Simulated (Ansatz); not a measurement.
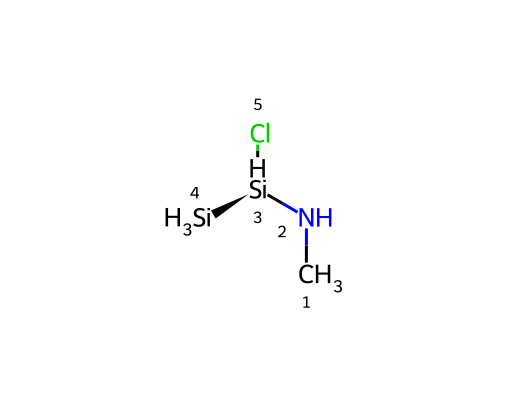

A structural formula, with wedges where it has stereocentres; small numbers name the atoms. The configuration is that of a computed structure (PBE0-D4/def2-TZVP).

**Give the R/S and E/Z labels.**

Si3: S.
